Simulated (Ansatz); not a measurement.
## Geometry relaxation, with input and output: PbSi$_{8}$O$_{18}$ (charge −1) (part 4 of 4)

The same run, continued: PbSi$_{8}$O$_{18}$ (defect cell, 27 atoms in the cell, total charge −1); DFT PBE, scalar-relativistic, plane waves, PAW, spin-polarised (Ansatz 0.2.0); cutoff 420 eV, 2×2×2 k-mesh, Gaussian smearing of 0.01 eV, collinear spins. The structure derives from a Materials Project entry. It belongs to a series of runs on one base structure; here: Pb on a Si site (a), charge -1, atoms relaxed at the host's cell.

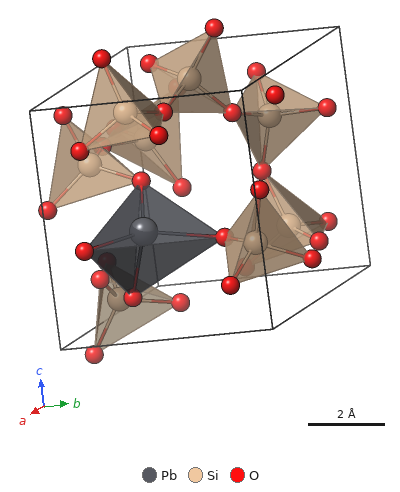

The geometry at step 10 of the log (polyhedral view of the cell of the calculation, seen slightly off an axis; polyhedra are completed across the faces of the cell).

Notes:

The cell is charged and computed with a neutralising background, so its energy and pressure depend on the cell and aren't those of a real crystal. Spin–orbit coupling is left out, which matters for Pb.
